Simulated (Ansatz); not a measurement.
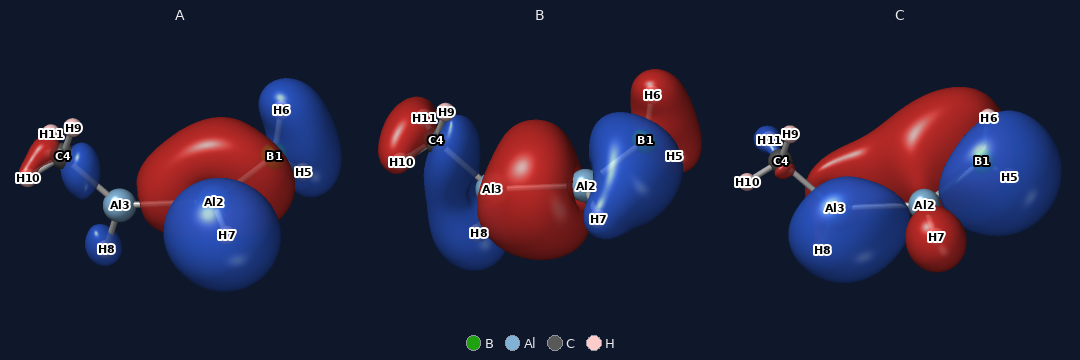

CH₇Al₂B (SMILES [BH2][AlH][AlH][CH3]). Three frontier orbitals at ±0.06 Å⁻³ᐟ² (blue and red are the two phases), in no order.

Geometry: PBE0-D4/def2-TZVP.

All numbers below come from Ansatz, RKS PBE0-D4/def2-TZVPP.

```xyz
11

B    -1.8242    2.3573   -0.1450
Al    0.0808    1.5829   -0.5892
Al    0.5250   -0.9793   -0.6808
C     1.0485   -2.0595    0.8702
H    -2.6589    2.5556   -0.9860
H    -2.1918    2.5685    0.9794
H     1.2869    2.5978   -0.8754
H     0.3477   -1.7664   -2.0635
H     1.2048   -1.4876    1.7869
H     1.9688   -2.6130    0.6528
H     0.2778   -2.8131    1.0712
```

> Which picture is the HOMO−1, the HOMO and the LUMO?

A is the HOMO−1 (−7.68 eV). Its weight (Hirshfeld) is mainly on Al2 (about 35 %), B1 (about 25 %) and H7 (about 25 %). B is the HOMO (−6.43 eV). By Hirshfeld shares it lies mainly on Al2 (about 35 %), Al3 (about 30 %), B1 (about 15 %), C4 (about 5 %) and H8 (about 5 %). C is the LUMO (−2.34 eV). Its weight (Hirshfeld) is mainly on B1 (about 50 %), Al3 (about 20 %) and Al2 (about 20 %).

> What is the HOMO–LUMO gap?

4.09 eV between the orbital energies.
